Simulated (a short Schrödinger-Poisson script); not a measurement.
Stack: gated Al0.4Ga0.6N/GaN polarisation-induced gas, at 20 K.

| layer | material | thickness (nm) | Na (cm⁻³) |
|---|---|---|---|
| 1 | Al0.4Ga0.6N | 20 | - |
| 2 | GaN | 6000 | 2e14 |

Constants are typed, rounded textbook-type inputs, not results; the design itself was drawn at random and stands for no fabricated device. Al0.4Ga0.6N: permittivity 9.26, conduction-band edge (eV) 0.58, gap (eV) 4.258, electron mass (mₑ) 0.248, Nv at 300 K (cm⁻³) 4.6e19. GaN: permittivity 9.5, conduction-band edge (eV) 0, gap (eV) 3.43, Nv at 300 K (cm⁻³) 4.6e19.

Channel valleys (confinement mass, in-plane density-of-states mass, number): Γ 0.2, 0.2, 1. At the gate the conduction-band edge of layer 1 lies 1.36 eV − eVg above the Fermi level of the channel; the field vanishes at the back. Sheet of polarisation charge: +2e13 e/cm² at 20 nm from the gate. The barrier under the gate holds no holes. Gaps are held at their typed values at every temperature. Mesh 0.08 nm at interfaces.

From a short Schrödinger-Poisson script (our own, NumPy): 1D Poisson equation in equilibrium, electrons quantum, Hartree plus LDA exchange-correlation (BenDaniel-Duke, 40 states a valley, the channel's in-plane mass for all, wave functions free to enter the barrier), parabolic valleys, classical holes, full ionisation, no traps, pinning or gate leakage.

Only gate voltages with over 1e8 electrons/cm² are shown.

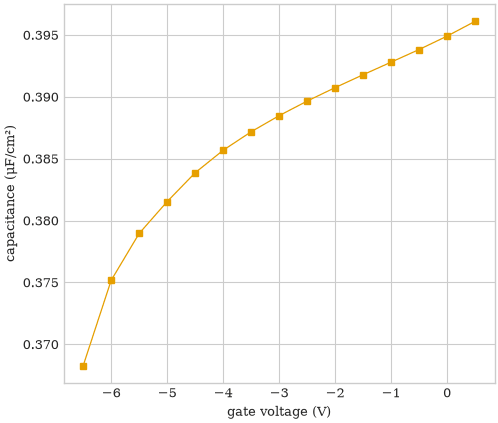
Quasi-static capacitance against gate voltage

```
Vg (V)  electrons (cm⁻²)  in the channel layer  C (μF/cm²)  Γ E0 (meV)  Γ E1 (meV)
------  ----------------  --------------------  ----------  ----------  ----------
0.5              1.80e13               1.65e13       0.396      -193.2       -22.4
0                1.68e13               1.55e13       0.395      -181.3       -19.5
-0.5             1.55e13               1.45e13       0.394      -169.4       -16.7
-1               1.43e13               1.34e13       0.393      -157.3       -14.1
-1.5             1.31e13               1.24e13       0.392      -145.1       -11.7
-2               1.19e13               1.13e13       0.391      -132.8        -9.3
-2.5             1.07e13               1.02e13       0.390      -120.4        -7.2
-3               9.44e12               9.09e12       0.388      -107.8        -5.1
-3.5             8.23e12               7.97e12       0.387       -95.2        -3.1
-4               7.03e12               6.84e12       0.386       -82.3        -1.0
-4.5             5.83e12               5.70e12       0.384       -69.2         1.8
-5               4.63e12               4.55e12       0.382       -55.4         7.7
-5.5             3.44e12               3.40e12       0.379       -41.2        13.9
-6               2.27e12               2.25e12       0.375       -27.1        18.7
-6.5             1.11e12               1.10e12       0.368       -13.2        21.3
```

Subbands count from the Fermi level.
